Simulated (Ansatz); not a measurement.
**CH6ClInSi (SMILES [CH3][In]([SiH3])[Cl]) at wB97X/def2-SVP (core potential)**

Aim: the energy change on altering one bond length of CH6ClInSi at wB97X/def2-SVP (core potential), from 2 runs. 

Program for the calculation: Ansatz 0.2.0.

77 further runs of the same task are left out: 77 set aside as unsound or not needed.

## Step 1: Starting point

CH6ClInSi has 10 atoms, charge 0, and is taken as a singlet. As SMILES, `[CH3][In]([SiH3])[Cl]`. The shape is that of a PBE0-D4/def2-TZVP optimisation.

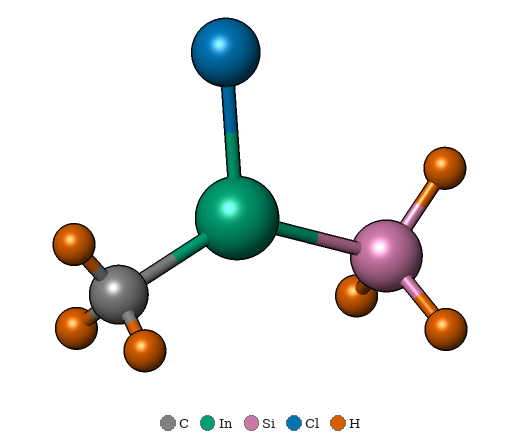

The structure, seen from a chosen angle (carbon grey, indium teal, silicon pink, chlorine blue, hydrogen orange).

## Step 2: The energy at wB97X/def2-SVP (core potential)

Contents of input.yaml:

```yaml
crystal:
  periodic: [false, false, false]
  atoms:
    - symbol: C
      position_ang: [-0.949700, 1.813700, -0.793500]
    - symbol: In
      position_ang: [-0.434700, -0.206900, -0.307800]
    - symbol: Si
      position_ang: [1.361300, -1.433300, 1.052000]
    - symbol: Cl
      position_ang: [-1.957200, -1.714200, -1.309800]
    - symbol: H
      position_ang: [-0.111400, 2.307700, -1.287300]
    - symbol: H
      position_ang: [-1.187700, 2.367500, 0.116300]
    - symbol: H
      position_ang: [-1.814900, 1.809300, -1.455300]
    - symbol: H
      position_ang: [1.201100, -2.904800, 0.939400]
    - symbol: H
      position_ang: [1.261700, -1.039600, 2.484400]
    - symbol: H
      position_ang: [2.714800, -1.050500, 0.564600]
basis:
  gaussian: {orbitals: def2-SVP}
hamiltonian: {xc: {name: wB97X}}
output: {orbitals: {seedname: orbitals}}
accuracy: high
```

The run is started by

```
$ ansatz run input.yaml --threads 1 --pin off --max-ram 2610MiB --events-out events.jsonl --progress --plain --runs-dir runs
```

The log of the run:

```text
Warning: RAYON_NUM_THREADS=1 ignored (pool sized by the plan → 1); use --threads N
Functional definition: wB97X
  name "wB97X"
  parameter omega = 0.3/bohr
  parameter cx = 0.157706
  parameter cx1 = 0.726479
  parameter cx2 = 1.04760
  parameter cx3 = -5.70635
  parameter cx4 = 13.2794
  parameter css1 = -4.33879
  parameter css2 = 18.2308
  parameter css3 = -31.7430
  parameter css4 = 17.2901
  parameter cos1 = 2.37031
  parameter cos2 = -11.3995
  parameter cos3 = 6.58405
  parameter cos4 = -3.78132
  exchange = spin_sum(e_x_unif_sr(omega)*poly(b97_u_x, 1 - cx, cx1, cx2, cx3, cx4)) + cx*exact_x_sr(omega)
      + exact_x_lr(omega)
  correlation = spin_sum(e_c_pw_same_spin*poly(b97_u_same, 1, css1, css2, css3, css4))
      + integral(e_c_pw_opposite_spin*poly(b97_u_opposite, 1, cos1, cos2, cos3, cos4))
2450 factors; integrals over basis functions are off by at most 1.9e-8 eV
490 factors; integrals over basis functions are off by at most 2.4e-9 eV
mean field evaluation 1: about -26700.1271 eV, gradient 3.5e1 eV
mean field evaluation 2: about -26701.6509 eV, gradient 2.8e1 eV
mean field evaluation 4: about -26703.6205 eV, gradient 8.6e-1 eV
mean field evaluation 8: about -26703.6955 eV, gradient 5.1e-2 eV
mean field evaluation 16: about -26703.6956 eV, gradient 1.1e-5 eV
mean field -26703.69555307 eV, -981.3427111603 hartree, gradient 2.3e-8 eV, S^2 0.000000; 0 other end points of the search recorded, 0 dependent functions left out
reference -26703.69554881 eV, -981.3427110039 hartree; 32, 32 occupied and 74, 74 virtual orbitals, 2450 factors
Total energy: -26703.69554881 eV, -981.3427110039 hartree
```

Run time: 23 s. Hardware: 1 thread of Intel Xeon 6975P-C (Granite Rapids), shared host; peak memory 0.78 GiB.

## Step 3: The distorted shape at the same level

Contents of run.yaml:

```yaml
crystal:
  periodic: [false, false, false]
  atoms:
    - {symbol: C, position_ang: [0.877272, 3.622432, 0.408882]}
    - {symbol: In, position_ang: [1.392272, 1.601832, 0.894582]}
    - {symbol: Si, position_ang: [3.188272, 0.375432, 2.254382]}
    - {symbol: Cl, position_ang: [-1.957200, -1.714200, -1.309800]}
    - {symbol: H, position_ang: [1.715572, 4.116432, -0.084918]}
    - {symbol: H, position_ang: [0.639272, 4.176232, 1.318682]}
    - {symbol: H, position_ang: [0.012072, 3.618032, -0.252918]}
    - {symbol: H, position_ang: [3.028072, -1.096068, 2.141782]}
    - {symbol: H, position_ang: [3.088672, 0.769132, 3.686782]}
    - {symbol: H, position_ang: [4.541772, 0.758232, 1.766982]}
basis:
  gaussian: {orbitals: def2-SVP}
accuracy: high
hamiltonian: {xc: {name: wB97X}}
output: {orbitals: {seedname: orbitals}}
```

The run is started by

```
$ ansatz run run.yaml --threads 1 --pin off --max-ram 2610MiB --events-out events.jsonl --progress --plain --runs-dir runs
```

The log of the run, cut to the lines that bear on the results:

```text
Warning: RAYON_NUM_THREADS=1 ignored (pool sized by the plan → 1); use --threads N
Functional definition: wB97X
  name "wB97X"
[...]
      + exact_x_lr(omega)
[...]
      + integral(e_c_pw_opposite_spin*poly(b97_u_opposite, 1, cos1, cos2, cos3, cos4))
2366 factors; integrals over basis functions are off by at most 2.2e-8 eV
515 factors; integrals over basis functions are off by at most 2.5e-9 eV
[...]
mean field -26698.89583418 eV, -981.1663247444 hartree, gradient 4.3e-8 eV, S^2 0.000000; 4 other end points of the search recorded, 0 dependent functions left out
reference -26698.89582982 eV, -981.1663245842 hartree; 32, 32 occupied and 74, 74 virtual orbitals, 2366 factors
Total energy: -26698.89582982 eV, -981.1663245842 hartree
```

Wall time 33 s (1 thread of Intel Xeon 6975P-C (Granite Rapids), shared host); peak memory 0.76 GiB.

## Step 4: Outcome

At wB97X/def2-SVP (core potential):

| quantity | value |
| --- | --- |
| first shape: total energy | -981.34271 Eh |
| first shape: HOMO energy | -9.54 eV |
| first shape: LUMO energy | 0.05 eV |
| first shape: HOMO–LUMO gap | 9.59 eV |
| distorted shape: total energy | -981.16632 Eh |
| distorted shape: HOMO energy | -6.44 eV |
| distorted shape: LUMO energy | -2.81 eV |
| distorted shape: HOMO–LUMO gap | 3.63 eV |
| energy change with the In2–Cl4 bond stretched from 2.365 to 5.203 Å | 4.800 eV |

In words: With the In2–Cl4 bond stretched from 2.365 to 5.203 Å the energy rises by 4.80 eV (111 kcal/mol). The first shape isn't relaxed at this level, so the change isn't measured from a minimum.
